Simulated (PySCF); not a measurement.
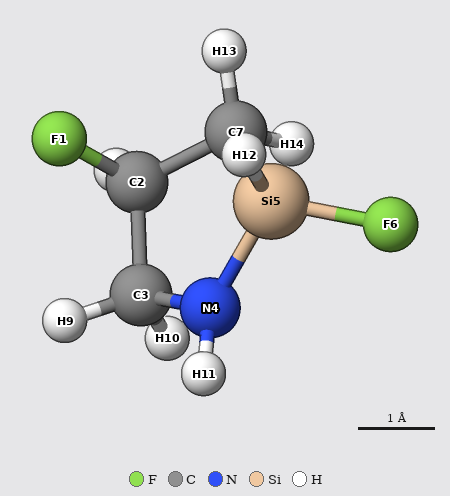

**Figure 1.** The structure (ball-and-stick view, seen at a tilt; atoms are numbered from 1 in the order of the input).

# Excited-state calculation of C$_{3}$H$_{7}$F$_{2}$NSi

System: C$_{3}$H$_{7}$F$_{2}$NSi, SMILES F[C@@H]1CN[Si@@H](F)C1.
Method: TDDFT CAM-B3LYP/def2-SVPD, vertical, gas phase, core orbitals frozen in the response (PySCF 2.14.0).

The geometry comes from this level: GFN2-xTB.

The program's output:
```
coarse grid: 12456 points
cycle   1  E = -661.8837681074  dE =  9.492e-01  |g| = 7.378e-01  |ddm| = 5.186e+00
cycle   2  E = -661.8493247863  dE =  3.444e-02  |g| = 9.255e-01  |ddm| = 1.776e+00
cycle   3  E = -661.9870366069  dE = -1.377e-01  |g| = 6.346e-02  |ddm| = 8.125e-01
cycle   4  E = -661.9876451373  dE = -6.085e-04  |g| = 3.319e-02  |ddm| = 1.319e-01
cycle   5  E = -661.9878788809  dE = -2.337e-04  |g| = 7.911e-03  |ddm| = 4.703e-02
cycle   6  E = -661.9878911891  dE = -1.231e-05  |g| = 2.532e-03  |ddm| = 1.201e-02
cycle   7  E = -661.9878926621  dE = -1.473e-06  |g| = 4.040e-04  |ddm| = 4.094e-03
final grid: 117360 points
cycle   8  E = -662.0788079788  dE = -2.794e-05  |g| = 4.577e-03  |ddm| = 6.641e-02
cycle   9  E = -662.0788063235  dE =  1.655e-06  |g| = 5.690e-03  |ddm| = 1.148e-02
cycle  10  E = -662.0788121228  dE = -5.799e-06  |g| = 3.501e-04  |ddm| = 4.979e-03
cycle  11  E = -662.0788121422  dE = -1.947e-08  |g| = 1.760e-04  |ddm| = 7.074e-04
cycle  12  E = -662.0788121492  dE = -6.941e-09  |g| = 2.351e-05  |ddm| = 2.932e-04
cycle  13  E = -662.0788121493  dE = -1.273e-10  |g| = 1.022e-05  |ddm| = 6.082e-05
```

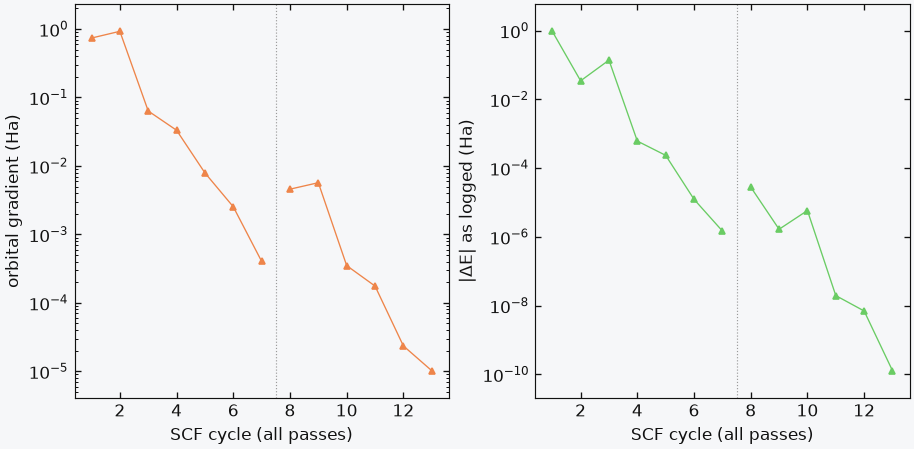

**Figure 2.** Convergence of the self-consistent field: orbital gradient and size of the energy change against the SCF cycle. The dotted line marks the change from a coarse to the final integration grid. The first 7 cycles use a coarse grid, the final grid takes over at cycle 8, and the field converges after 13 cycles in all.

```
converged SCF energy = -662.0788121493

Static polarisability (au): isotropic 64.172, principal 57.966 63.588 70.961

Singlet excitations
state   eV       nm        f      main configurations
  1   6.5446    189.4   0.00430   H->L 0.59, H->L+1 0.20, H->L+2 0.14
  2   6.8888    180.0   0.00829   H->L+1 0.64, H->L 0.21
  3   7.4973    165.4   0.04027   H->L+2 0.66, H->L+3 0.12
  4   7.8764    157.4   0.01690   H->L+3 0.56, H->L+6 0.12, H->L 0.10
  5   8.2501    150.3   0.03365   H->L+5 0.36, H->L+4 0.26
  6   8.2935    149.5   0.01816   H->L+4 0.43, H->L+5 0.29, H->L+7 0.09
  7   8.3821    147.9   0.02212   H-1->L+1 0.39, H-1->L 0.27
  8   8.6515    143.3   0.00890   H-1->L+2 0.36, H-1->L 0.28, H->L+6 0.12

Triplet excitations (Tamm-Dancoff, eV): 6.2623 6.6302 7.1072
```

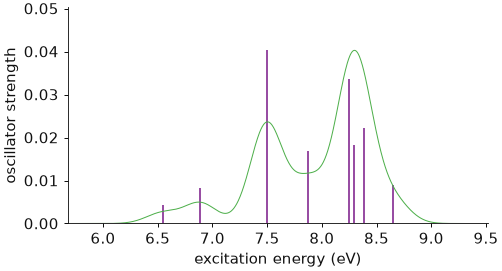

**Figure 3.** Computed excitations as sticks (degenerate states added up, dark ones marked on the axis), with a Gaussian envelope of 0.35 eV full width at half maximum, scaled to the tallest. Of the 8 states the lowest lies at 6.54 eV (f = 0.004); the strongest line is at 7.50 eV, or 165 nm (f = 0.040).

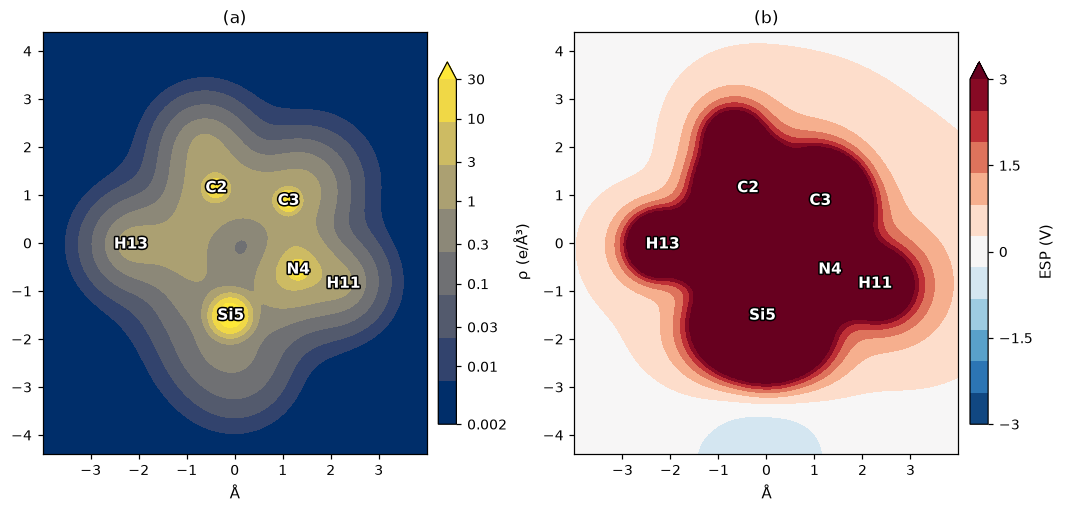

**Figure 4.** (a) electron density; (b) electrostatic potential on the plane of atoms C3, N4 and Si5. The section cuts through C, N, Si and H sites. C–C (1.53 Å): ρ is about 1.7 e/Å³ halfway. N–H (1.00 Å): ρ is about 2.8 e/Å³ halfway, with its minimum of 2.3 e/Å³ about 0.8 Å from N.

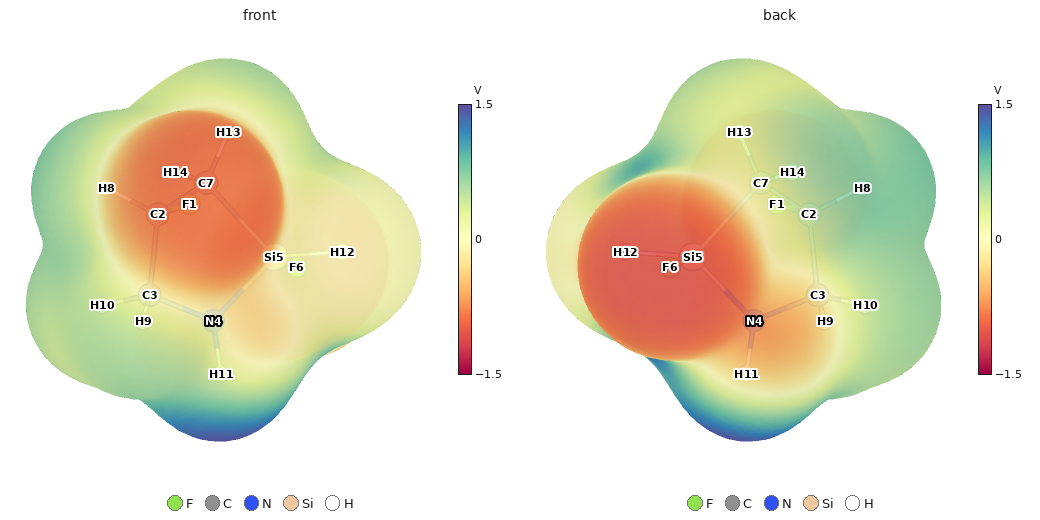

**Figure 5.** The electrostatic potential painted on the density surface at 0.001 e/bohr³, seen at a tilt and from behind; the colour scale runs from red (negative) to blue (positive).

This output came from the following input.

Input file:
```
{"job": {"kind": "uv", "xc": "CAM-B3LYP", "basis": "def2-SVPD", "nstates": 8, "ntriplets": 3}, "charge": 0, "multiplicity": 1}
F     -1.438514    -0.033168     1.517275
C     -1.176032     0.277215     0.190592
C     -0.741103    -1.007168    -0.519282
N      0.700487    -1.109151    -0.425567
Si     1.494523     0.203355     0.319486
F      2.730891     0.675982    -0.605953
C     -0.045403     1.294005     0.148194
H     -2.123745     0.658884    -0.206991
H     -1.235451    -1.859115    -0.041212
H     -1.049955    -0.972453    -1.571343
H      1.073612    -2.025186    -0.602838
H      2.064547     0.050663     1.645253
H     -0.189220     2.028200     0.935852
H     -0.065317     1.817465    -0.805631
```

The first line tells a small driver script what to run in PySCF; the rest is the geometry in Å.

Launch command:
```bash
OMP_NUM_THREADS=1 python <driver script> task.json out
```

Results in brief:

```tsv
quantity	value
outcome	converged
total energy	−662.078812 hartree
HOMO	−8.63 eV
LUMO	1.20 eV
dipole moment	1.67 D
mean polarisability	64.17 a.u.
lowest singlet excitation	6.54 eV
hardware	1 CPU thread, shared host
wall time	78 s
peak memory	0.93 GiB
```
